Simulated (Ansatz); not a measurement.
## A computed series for Co: pressure series

The reference is Co in the hcp (Mg type) structure (space group P6_3/mmc, No. 194; a = 2.494 Å, c = 4.032 Å; ferromagnetic).

Cell and atoms are relaxed at each pressure.

Method: Kohn–Sham DFT with the PBE functional, run in Ansatz (a program for electronic structure) with PAW and 420 eV plane waves, without spin-orbit coupling, earlier PAW set.

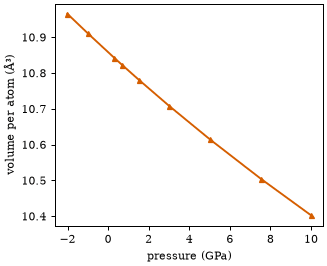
Figure: Volume against pressure

**Question.** Estimate the zero-pressure bulk modulus from the plot.

**Answer.** About 210 GPa; a third-order Birch–Murnaghan fit to the points gives V₀ = 10.86 Å³/atom, B₀ = 209 GPa and B₀′ = 5.2.

Other magnetic orders, which the real material may have, were not ruled out. Load acts through the strain it causes; cell and atoms are relaxed under it. Whether these cells are dynamically stable was not tested. Competing high-pressure phases were not computed.
